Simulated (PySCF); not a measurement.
**Ways to converge the SCF of BCl⁺**

Do solver options change the result for BCl⁺, or only the number of cycles?

Computed with PySCF 2.14.0. Level: each script names its method and basis.

3 further runs of the same task are left out: 3 that didn't finish.

## Step 1: Starting geometry

BCl⁺: 2 atoms, charge 1, spin multiplicity 2.

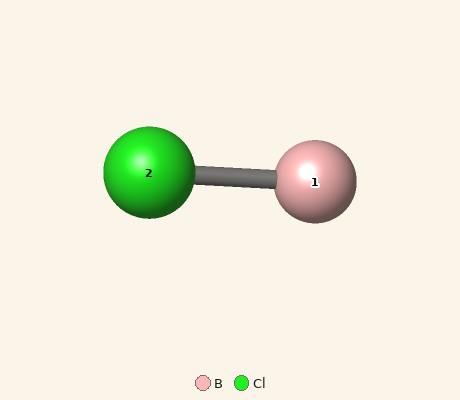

Start geometry, drawn with boron pink, chlorine green; atoms are numbered from 1 in the order of the file.

## Step 2: The base run

Input file input.py:

```python
from pyscf import gto, dft, tdscf

mol = gto.M(
    atom='B 0 0 0; Cl 0 0 1.782',
    basis='pcseg-1',
    charge=1,
    spin=1,
    verbose=4,
)
mf = dft.UKS(mol, xc='olyp')
mf.kernel()
td = tdscf.TDDFT(mf)
td.nstates = 8
td.kernel()
td.analyze()
mf.dip_moment()
print('orbital energies (hartree):', [e[max(0, n-3):n+3].round(4) for e, n in zip(mf.mo_energy, mol.nelec)])
```

Started as:

```bash
$ OMP_NUM_THREADS=1 python input.py
```

The log of this run is left out.

In short: E(SCF) = -484.604118 Eh, 10 cycles, ⟨S²⟩ = 0.758, excitations 2.87, 2.87, 4.65, 4.81, 4.81 eV.

The bond length is a typed value, not an optimised one. The dipole of an ion depends on the origin.

## Step 3: Point-group symmetry on

Variant 1 changes point-group symmetry: off → on.

input.py, as its differences from that of step 2:

```diff
@@ -7,2 +7,3 @@
     spin=1,
+    symmetry=True,
     verbose=4,
```

Started as:

```bash
$ OMP_NUM_THREADS=1 python input.py
```

Standard output:

```text
[lines on the frontier levels of each cycle are left out]
PySCF version 2.14.0

[INPUT] verbose = 4
[INPUT] num. atoms = 2
[INPUT] num. electrons = 21
[INPUT] charge = 1
[INPUT] spin (= nelec alpha-beta = 2S) = 1
[INPUT] symmetry True subgroup None
[INPUT] Mole.unit = angstrom
[INPUT] Symbol           X                Y                Z      unit          X                Y                Z       unit  Magmom
[INPUT]  1 B      0.000000000000   0.000000000000   0.000000000000 AA    0.000000000000   0.000000000000   0.000000000000 Bohr   0.0
[INPUT]  2 Cl     0.000000000000   0.000000000000   1.782000000000 AA    0.000000000000   0.000000000000   3.367491953975 Bohr   0.0

nuclear repulsion = 25.2413372212121
point group symmetry = Coov
symmetry origin: [0.         0.         2.60215287]
symmetry axis x: [1. 0. 0.]
symmetry axis y: [0. 1. 0.]
symmetry axis z: [0. 0. 1.]
num. orbitals of irrep A1 = 14
num. orbitals of irrep E1x = 7
num. orbitals of irrep E1y = 7
num. orbitals of irrep E2x = 2
num. orbitals of irrep E2y = 2
number of shells = 6
number of NR pGTOs = 69
number of NR cGTOs = 32
basis = pcseg-1
ecp = {}

******** <class 'pyscf.dft.uks_symm.SymAdaptedUKS'> ********
method = SymAdaptedUKS
initial guess = minao
damping factor = 0
level_shift factor = 0
DIIS = <class 'pyscf.scf.diis.CDIIS'>
diis_start_cycle = 1
diis_space = 8
diis_damp = 0
SCF conv_tol = 1e-09
SCF conv_tol_grad = None
SCF max_cycles = 50
direct_scf = True
direct_scf_tol = 1e-13
number electrons alpha = 11  beta = 10
XC library pyscf.dft.libxc version 7.0.0
    S. Lehtola, C. Steigemann, M. J.T. Oliveira, and M. A.L. Marques.,  SoftwareX 7, 1–5 (2018)
XC functionals = olyp
    N. C. Handy and A. J. Cohen.,  Mol. Phys. 99, 403 (2001)
    C. Lee, W. Yang, and R. G. Parr.,  Phys. Rev. B 37, 785 (1988)
    B. Miehlich, A. Savin, H. Stoll, and H. Preuss.,  Chem. Phys. Lett. 157, 200 (1989)
radial grids:
    Treutler-Ahlrichs [JCP 102, 346 (1995); DOI:10.1063/1.469408] (M4) radial grids

becke partition: Becke, JCP 88, 2547 (1988); DOI:10.1063/1.454033
pruning grids: <function nwchem_prune>
grids dens level: 3
symmetrized grids: True
atomic radii adjust function: <function treutler_atomic_radii_adjust>
small_rho_cutoff = 0
Freeze 0 electrons in irreps []
    21 free electrons in irreps A1 E1x E1y E2x E2y
Set gradient conv threshold to 3.16228e-05
tot grids = 32928
init E= -485.02284637641

cycle= 1 E= -484.534036132938  delta_E= 0.489  |g|= 0.261  |ddm|= 1.11

cycle= 2 E= -483.343684062145  delta_E= 1.19  |g|= 1.44  |ddm|= 1.62
cycle= 3 E= -484.594438128647  delta_E= -1.25  |g|= 0.112  |ddm|= 1.18
cycle= 4 E= -484.60375944753  delta_E= -0.00932  |g|= 0.0236  |ddm|= 0.141
cycle= 5 E= -484.604113793437  delta_E= -0.000354  |g|= 0.00211  |ddm|= 0.0272
cycle= 6 E= -484.604117450774  delta_E= -3.66e-06  |g|= 0.000315  |ddm|= 0.00377
cycle= 7 E= -484.604117639958  delta_E= -1.89e-07  |g|= 9.43e-05  |ddm|= 0.00109
cycle= 8 E= -484.604117662425  delta_E= -2.25e-08  |g|= 4.43e-05  |ddm|= 0.000395
cycle= 9 E= -484.604117665162  delta_E= -2.74e-09  |g|= 8.89e-06  |ddm|= 0.00014
cycle= 10 E= -484.604117665232  delta_E= -6.99e-11  |g|= 1.06e-06  |ddm|= 1.77e-05
Extra cycle  E= -484.604117665227  delta_E= 5.29e-12  |g|= 2.91e-06  |ddm|= 4.83e-06
converged SCF energy = -484.604117665227  <S^2> = 0.75842716  2S+1 = 2.0084095

******** <class 'pyscf.tdscf.uks.CasidaTDDFT'> for <class 'pyscf.dft.uks_symm.SymAdaptedUKS'> ********
nstates = 8
deg_eia_thresh = 1.000e-03
wfnsym = None
conv_tol = 1e-05
eigh lindep = 1e-12
eigh level_shift = 0
eigh max_cycle = 100

Excitation energies (eV)
[2.87342026 2.87342026 4.64613874 4.81152934 4.81152934 4.82855135
 4.82855608 5.11642468]

** Excitation energies and oscillator strengths **
Excited State   1:  E1x      2.87342 eV    431.49 nm  f=0.0013
      11a ->   12a     -0.13326
       9b ->   11b     -0.99018
Excited State   2:  E1y      2.87342 eV    431.49 nm  f=0.0013
      11a ->   13a     -0.13326
      10b ->   11b     -0.99018
Excited State   3:   A1      4.64614 eV    266.85 nm  f=0.0014
       9a ->   12a      0.57326
      10a ->   13a      0.57326
       8b ->   11b      0.24098
       9b ->   12b     -0.38049
      10b ->   13b     -0.38049
Excited State   4:  E1x      4.81153 eV    257.68 nm  f=0.0242
      11a ->   12a      0.98547
       8b ->   12b     -0.10218
       9b ->   11b     -0.13307
Excited State   5:  E1y      4.81153 eV    257.68 nm  f=0.0242
      11a ->   13a     -0.98547
       8b ->   13b      0.10218
      10b ->   11b      0.13307
Excited State   6:  ???      4.82855 eV    256.77 nm  f=0.0000
       9a ->   12a      0.68128
      10a ->   13a     -0.68128
       9b ->   12b     -0.19139
      10b ->   13b      0.19139
Excited State   7:  E2y      4.82856 eV    256.77 nm  f=0.0000
       9a ->   13a     -0.68128
      10a ->   12a     -0.68128
       9b ->   13b      0.19139
      10b ->   12b      0.19139
Excited State   8:  ???      5.11642 eV    242.33 nm  f=0.0000
       9a ->   13a      0.70711
      10a ->   12a     -0.70711

** Transition electric dipole moments (AU) **
state          X           Y           Z        Dip. S.      Osc.
  1        -0.1370     -0.0000     -0.0000      0.0188      0.0013
  2         0.0000     -0.1370      0.0000      0.0188      0.0013
  3         0.0000      0.0000     -0.1110      0.0123      0.0014
  4        -0.4527      0.0000      0.0000      0.2050      0.0242
  5        -0.0000      0.4527     -0.0000      0.2050      0.0242
  6        -0.0000      0.0000      0.0000      0.0000      0.0000
  7         0.0000      0.0000      0.0000      0.0000      0.0000
  8        -0.0000      0.0000     -0.0000      0.0000      0.0000

** Transition velocity dipole moments (imaginary part, AU) **
state          X           Y           Z        Dip. S.      Osc.
  1        -0.0062      0.0000     -0.0000      0.0000      0.0002
  2         0.0000     -0.0062      0.0000      0.0000      0.0002
  3         0.0000      0.0000     -0.0144      0.0002      0.0008
  4        -0.0764      0.0000      0.0000      0.0058      0.0220
  5        -0.0000      0.0764     -0.0000      0.0058      0.0220
  6         0.0000      0.0000      0.0000      0.0000      0.0000
  7         0.0000      0.0000      0.0000      0.0000      0.0000
  8        -0.0000     -0.0000     -0.0000      0.0000      0.0000

** Transition magnetic dipole moments (imaginary part, AU) **
state          X           Y           Z
  1         0.0000      0.0567      0.0000
  2        -0.0567     -0.0000      0.0000
  3         0.0000      0.0000      0.0000
  4        -0.0000     -1.1647     -0.0000
  5        -1.1647     -0.0000      0.0000
  6        -0.0000      0.0000     -0.0000
  7         0.0000     -0.0000      0.0000
  8        -0.0000      0.0000     -0.0000

WARN: System has nonzero charge 1; the dipole moment is origin-dependent.
Location of origin: [0. 0. 0.]

Dipole moment(X, Y, Z, Debye):  0.00000,  0.00000,  2.72474
orbital energies (hartree): [array([-0.613 , -0.613 , -0.5987, -0.425 , -0.425 , -0.2392]), array([-0.736 , -0.61  , -0.61  , -0.4998, -0.3824, -0.3824])]
```

It took 13 s on 1 thread of Intel Xeon Platinum 8488C, shared host.

This run: E(SCF) = -484.604118 Eh (no change), 10 cycles, ⟨S²⟩ = 0.758, excitations 2.87, 2.87, 4.65, 4.81, 4.81 eV.

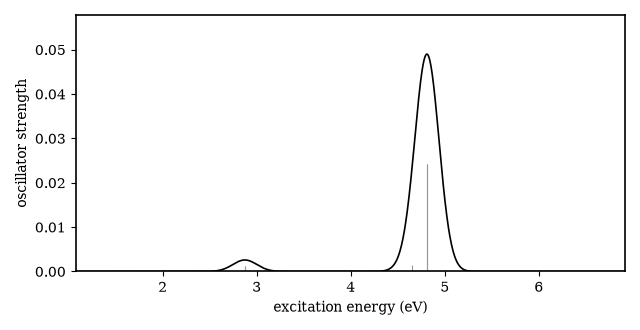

The absorption lines that the run found. Lines are broadened to a width of 0.30 eV (Gaussian).

## Step 4: Initial guess sap

Variant 2 changes initial guess: minao → sap.

input.py, as its differences from that of step 2:

```diff
@@ -10,2 +10,3 @@
 mf = dft.UKS(mol, xc='olyp')
+mf.init_guess = 'sap'
 mf.kernel()
```

Started as:

```bash
$ OMP_NUM_THREADS=1 python input.py
```

Standard output:

```text
[... 7 set-up lines left out, the same as in an earlier log ...]
[INPUT] symmetry False subgroup None
[... 12 set-up lines left out, the same as in an earlier log ...]
******** <class 'pyscf.dft.uks.UKS'> ********
method = UKS
initial guess = sap
[... 24 set-up lines left out, the same as in an earlier log ...]
symmetrized grids: False
[... 3 set-up lines left out, the same as in an earlier log ...]
Initial guess from superposition of atomic potentials (doi:10.1021/acs.jctc.8b01089)
This is the Gaussian fit version as described in doi:10.1063/5.0004046.
Found SAP basis sapgrasplarge
[... 1 set-up line left out, the same as in an earlier log ...]
WARN: SAP basis coefficients must be equal or closeto total electronic charge: -22.0 !≃ 21
Check fails with value 1.0
[... 1 set-up line left out, the same as in an earlier log ...]
[... the frontier-level lines of each cycle are left out ...]
[... 1 set-up line left out, the same as in an earlier log ...]
init E= -483.775453657606

cycle= 1 E= -483.131144363892  delta_E= 0.644  |g|= 1.43  |ddm|= 1.79
cycle= 2 E= -482.358674604845  delta_E= 0.772  |g|= 1.37  |ddm|= 4.27
cycle= 3 E= -484.485981472424  delta_E= -2.13  |g|= 0.422  |ddm|= 3.92
cycle= 4 E= -484.570540528853  delta_E= -0.0846  |g|= 0.21  |ddm|= 0.531
cycle= 5 E= -484.602521747014  delta_E= -0.032  |g|= 0.0435  |ddm|= 0.239
cycle= 6 E= -484.603529990232  delta_E= -0.00101  |g|= 0.0262  |ddm|= 0.103
cycle= 7 E= -484.604106582  delta_E= -0.000577  |g|= 0.00248  |ddm|= 0.0352
cycle= 8 E= -484.604116623856  delta_E= -1e-05  |g|= 0.000504  |ddm|= 0.0069
cycle= 9 E= -484.604117600869  delta_E= -9.77e-07  |g|= 0.000139  |ddm|= 0.0026
cycle= 10 E= -484.604117665007  delta_E= -6.41e-08  |g|= 1.65e-05  |ddm|= 0.00084
cycle= 11 E= -484.604117665231  delta_E= -2.24e-10  |g|= 1.77e-06  |ddm|= 2.78e-05
Extra cycle  E= -484.604117665219  delta_E= 1.24e-11  |g|= 4.52e-06  |ddm|= 7.65e-06
converged SCF energy = -484.604117665219  <S^2> = 0.7584274  2S+1 = 2.0084097

******** <class 'pyscf.tdscf.uks.CasidaTDDFT'> for <class 'pyscf.dft.uks.UKS'> ********
nstates = 8
deg_eia_thresh = 1.000e-03
wfnsym = None
conv_tol = 1e-05
eigh lindep = 1e-12
eigh level_shift = 0
eigh max_cycle = 100

Excitation energies (eV)
[2.87338078 2.8733813  4.64609826 4.81153033 4.81153043 4.82851669
 4.82852141 5.1163935 ]

** Excitation energies and oscillator strengths **
Excited State   1:      2.87338 eV    431.49 nm  f=0.0013
      11a ->   13a      0.13325
      10b ->   11b      0.99018
Excited State   2:      2.87338 eV    431.49 nm  f=0.0013
      11a ->   12a      0.13325
       9b ->   11b      0.99018
Excited State   3:      4.64610 eV    266.86 nm  f=0.0014
       9a ->   13a      0.57326
      10a ->   12a      0.57326
       8b ->   11b      0.24098
       9b ->   13b     -0.38049
      10b ->   12b     -0.38049
Excited State   4:      4.81153 eV    257.68 nm  f=0.0242
      11a ->   12a     -0.98547
       8b ->   13b      0.10218
       9b ->   11b      0.13306
Excited State   5:      4.81153 eV    257.68 nm  f=0.0242
      11a ->   13a     -0.98547
       8b ->   12b      0.10218
      10b ->   11b      0.13306
Excited State   6:      4.82852 eV    256.77 nm  f=0.0000
       9a ->   12a     -0.67769
      10a ->   13a     -0.67769
       9b ->   12b      0.19038
      10b ->   13b      0.19038
Excited State   7:      4.82852 eV    256.77 nm  f=0.0000
       9a ->   13a     -0.67769
      10a ->   12a      0.67769
       9b ->   13b     -0.19038
      10b ->   12b      0.19038
Excited State   8:      5.11639 eV    242.33 nm  f=0.0000
       9a ->   12a      0.70711
      10a ->   13a     -0.70711

** Transition electric dipole moments (AU) **
state          X           Y           Z        Dip. S.      Osc.
  1         0.0918      0.1017     -0.0000      0.0188      0.0013
  2         0.1017     -0.0918     -0.0000      0.0188      0.0013
  3        -0.0000     -0.0000     -0.1110      0.0123      0.0014
  4         0.3361     -0.3033      0.0000      0.2050      0.0242
  5         0.3033      0.3361     -0.0000      0.2050      0.0242
  6         0.0000      0.0000      0.0000      0.0000      0.0000
  7        -0.0000     -0.0000     -0.0000      0.0000      0.0000
  8        -0.0000     -0.0000     -0.0000      0.0000      0.0000

** Transition velocity dipole moments (imaginary part, AU) **
state          X           Y           Z        Dip. S.      Osc.
  1         0.0042      0.0046      0.0000      0.0000      0.0002
  2         0.0046     -0.0042     -0.0000      0.0000      0.0002
  3        -0.0000     -0.0000     -0.0144      0.0002      0.0008
  4         0.0567     -0.0511      0.0000      0.0058      0.0220
  5         0.0511      0.0567      0.0000      0.0058      0.0220
  6         0.0000      0.0000      0.0000      0.0000      0.0000
  7        -0.0000     -0.0000     -0.0000      0.0000      0.0000
  8        -0.0000     -0.0000     -0.0000      0.0000      0.0000

** Transition magnetic dipole moments (imaginary part, AU) **
state          X           Y           Z
  1         0.0421     -0.0380      0.0000
  2        -0.0380     -0.0421      0.0000
  3         0.0000     -0.0000      0.0000
  4         0.7802      0.8647     -0.0000
  5        -0.8647      0.7802     -0.0000
  6        -0.0000      0.0000      0.0000
  7         0.0000     -0.0000      0.0000
  8         0.0000     -0.0000     -0.0000

WARN: System has nonzero charge 1; the dipole moment is origin-dependent.
Location of origin: [0. 0. 0.]

Dipole moment(X, Y, Z, Debye):  0.00000, -0.00000,  2.72483
orbital energies (hartree): [array([-0.613 , -0.613 , -0.5987, -0.425 , -0.425 , -0.2392]), array([-0.736 , -0.61  , -0.61  , -0.4998, -0.3824, -0.3824])]
```

Wall time 11 s (1 thread of Intel Xeon Platinum 8488C, shared host).

Outcome: E(SCF) = -484.604118 Eh (no change), 11 cycles, ⟨S²⟩ = 0.758, excitations 2.87, 2.87, 4.65, 4.81, 4.81 eV.

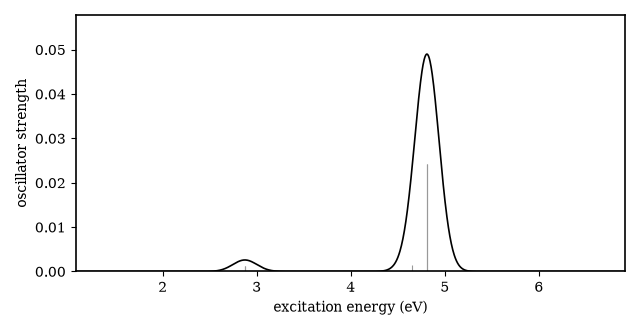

The absorption lines that the run found. Lines are broadened to a width of 0.30 eV (Gaussian).

## Step 5: Comparison

| run | E(SCF) (hartree) | from base (eV) | cycles | gap, α spin (eV) | after the SCF |
| --- | --- | --- | --- | --- | --- |
| base | -484.604118 | 0 | 10 | 4.73 | lowest root found 2.87 eV |
| point-group symmetry on | -484.604118 | 0.0000 | 10 | 4.73 | lowest root found 2.87 eV |
| initial guess sap | -484.604118 | 0.0000 | 11 | 4.73 | lowest root found 2.87 eV |

Wall time on 1 thread of Intel Xeon Platinum 8488C, shared host, start-up included: base 9.1 s; point-group symmetry on 13 s; initial guess sap 11 s.

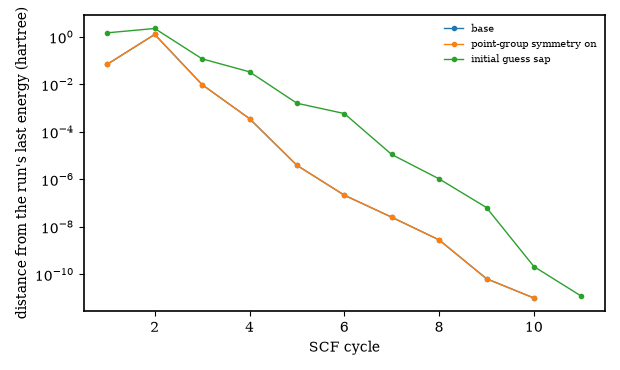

Convergence of the SCF energy, run by run.

With point-group symmetry on or initial guess sap the SCF ends at the base energy. With point-group symmetry on, initial guess sap the path hardly changes: 10 to 11 cycles against 10.
